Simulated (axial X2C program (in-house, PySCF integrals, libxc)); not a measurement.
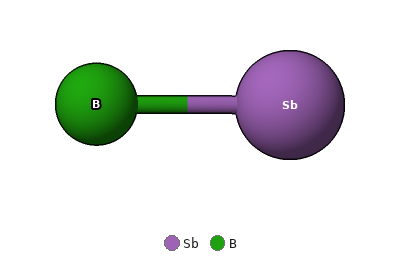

Fig. 1: The molecule at the reference distance of 2.055 Å.

# Relativistic diatomic calculation for SbB

System: SbB, single determinant with Ω = 1 (not the lowest found). The distance is the PBE0 minimum at charge 0.
Method: expectation values, HF and Kohn-Sham, two-component X2C with atomic mean-field Coulomb and Gaunt terms, Sb dyall-cv3z, B dyall-v3z (cores contracted) (axial X2C program (in-house, PySCF integrals, libxc)).

## Input file
```
{"zs": [51, 5], "q": 0, "bas": ["dyall-cv3z", "dyall-v3z"], "r0": 2.25, "levels": ["PBE0", "HF", "BP86", "B3LYP", "PBE50"], "nst": 3}
```

The line is the task of a batch: nuclear charges, charge, bases, the levels to run, a first guess of the distance and further settings. This report covers the levels named above. The log is that of the reference distance, started from orbitals converged before.

Hardware: 1 thread of Intel Xeon @ 2.50GHz (Skylake/Cascade Lake), 32 GiB of memory available, shared host.

The run was one of a batch that the task file lists, launched with:
```bash
python <driver script> task.json out
```

## Log
```
two-component X2C + atomic mean field  PBE0
basis functions 166  fitting functions 915  grid points 5079
iter        total energy     max residual
   1      -6502.456665749     5.29e-06
   2      -6502.456665749     1.05e-05
   3      -6502.456665750     1.45e-06
converged
one-electron -9056.53727438  Coulomb 2667.82305073  exact exchange -43.25511569  xc functional -132.37562873  nuclear repulsion 65.66432544  atomic mean-field constant -3.77602312
```

## Expectation values by level of theory

| quantity | PBE0 | HF | BP86 | B3LYP | PBE50 |
| --- | --- | --- | --- | --- | --- |
| effective field for an electron dipole moment (GV/cm) | −0.0366 | −0.460 | 0.101 | 0.124 | −0.0796 |
| field gradient at the first nucleus (a.u.) | −1.24 | −3.16 | −1.17 | −1.07 | −1.29 |
| field gradient at the second nucleus (a.u.) | −0.265 | −0.315 | −0.241 | −0.276 | −0.293 |
| A∥/gI, first nucleus (MHz) | 371 | −205 | 402 | 436 | 330 |
| A∥/gI, second nucleus (MHz) | −113 | −140 | −112 | −115 | −113 |

Each column comes from one determinant with 2 or more unpaired spinors, which can mix states, in a basis with contracted cores. The levels disagree widely: the effective field runs from −0.460 to 0.124 GV/cm, A∥/gI at the first nucleus runs from −205 to 436 MHz and the field gradient at the first nucleus runs from −3.16 to −1.07 a.u. They may not all have settled in the same state, and these values aren't reliable properties of the molecule.

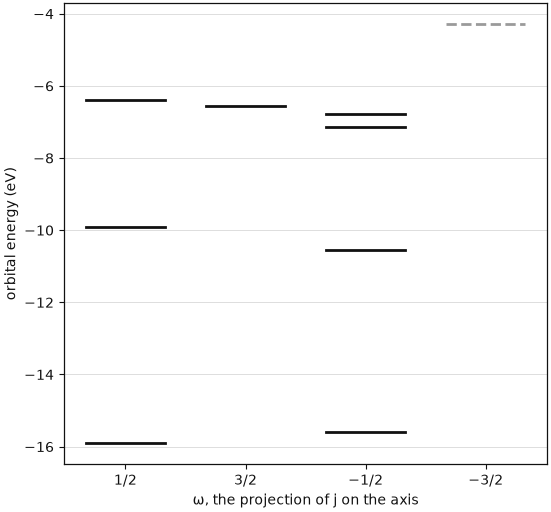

Fig. 2: Orbital energies (PBE0) near the frontier at 2.06 Å, filled (solid) and empty (dashed). The highest filled spinor (1/2; 59 % Sb p, 36 % B p) lies at −6.38 eV, the lowest empty one (−3/2; 56 % Sb p, 41 % B p) at −4.29 eV.

## Results in brief

- outcome: converged; the levels of theory disagree widely
- wall time: 4.9 s
- peak memory: 0.31 GiB
